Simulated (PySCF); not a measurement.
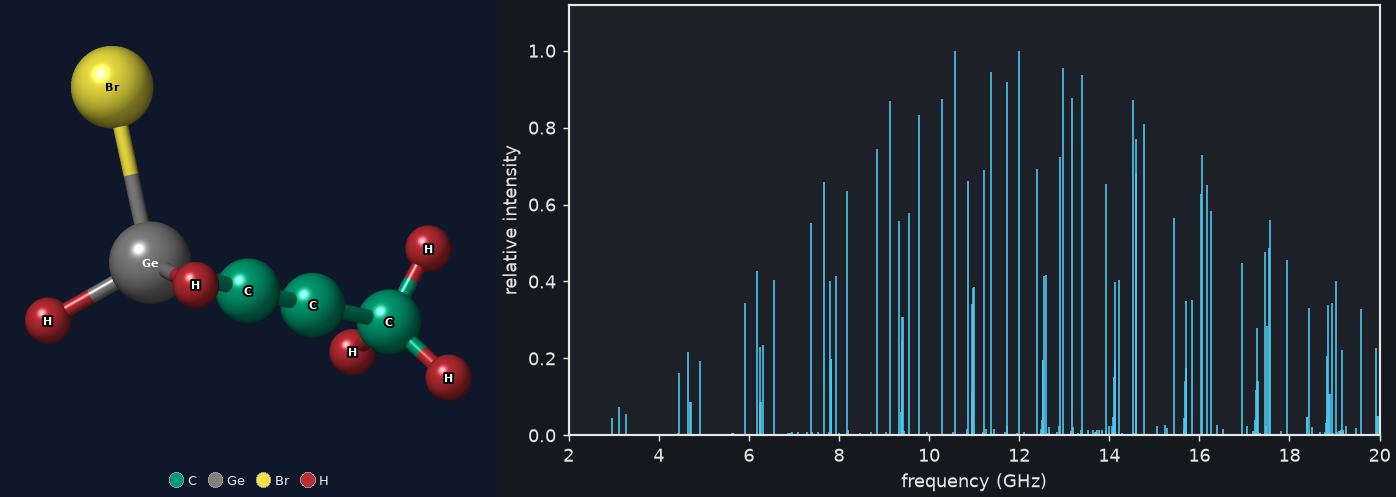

C₃H₅BrGe, SMILES CC#[C][GeH2][Br], singlet. Simulated rotational absorption lines between 2 and 20 GHz at 1.5 K: rigid rotor with the equilibrium constants and dipole of one optimised conformer (PBE0-D3(BJ)/def2-SVP, PySCF), commonest isotopes; no centrifugal distortion, hyperfine structure, internal rotation or nuclear-spin weights; lines within 1 MHz of each other are summed.

Q: What are the rotational constants, and what kind of rotor is it?

A: Rotational constants A, B, C = 3.523, 0.8604, 0.7008 GHz; Ray's κ = −0.89, an asymmetric top on the prolate side.

Q: Which dipole components drive the lines?

A:
|μa|, |μb|, |μc| = 2.76, 0.48, 0.03 D; a-type lines carry 97 % of the intensity in this range.

Caveats: coarse grid, loose stop and no frequency check, small forces are noise and the end may be a saddle.
